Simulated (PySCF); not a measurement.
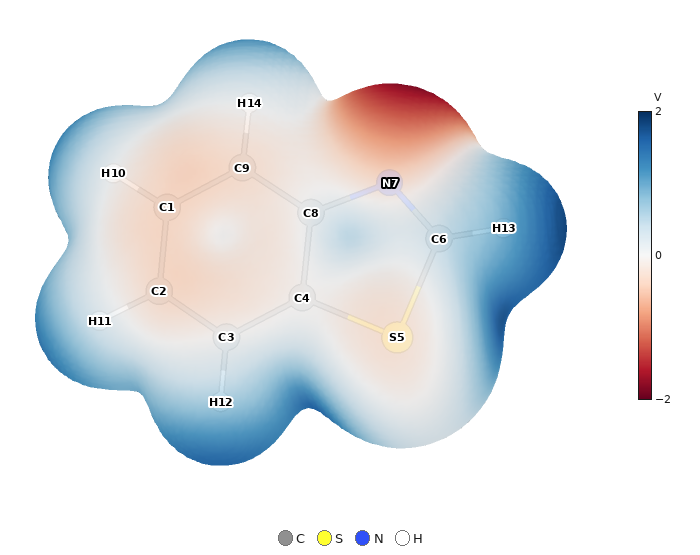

C7H5NS (benzothiazole). The molecular electrostatic potential painted on the density surface at 0.004 e/bohr³, seen at a tilt; red is negative and blue positive.

Geometry: GFN2-xTB.

These are results of PySCF 2.14.0, PBE0/def2-SVPD, SCF density, gas phase, not measurements.

```xyz
14

C    -1.7127    0.8558   -0.1492
C    -1.8992   -0.5080    0.0727
C    -0.8238   -1.3619    0.2168
C     0.4500   -0.8249    0.1348
S     1.9895   -1.6211    0.2735
C     2.7438   -0.0604    0.0213
N     1.9649    0.9310   -0.1455
C     0.6523    0.5560   -0.0906
C    -0.4480    1.3968   -0.2327
H    -2.5762    1.4952   -0.2564
H    -2.9017   -0.9042    0.1332
H    -0.9648   -2.4175    0.3888
H     3.8138    0.0139    0.0151
H    -0.2885    2.4489   -0.4040
```

Which sites attract a positive test charge, and which a negative one?

Answer. A positive charge is drawn to the negative regions and a negative charge to the positive ones. The most negative region (about −1.8 V, or −42 kcal/mol for a unit charge) lies over N7, the most positive (about +1.8 V, or +42 kcal/mol for a unit charge) over S5 and H13. N7 is the likeliest acceptor of a hydrogen bond.

What dipole moment does the calculation give?

Answer. Its dipole moment is 1.28 D.
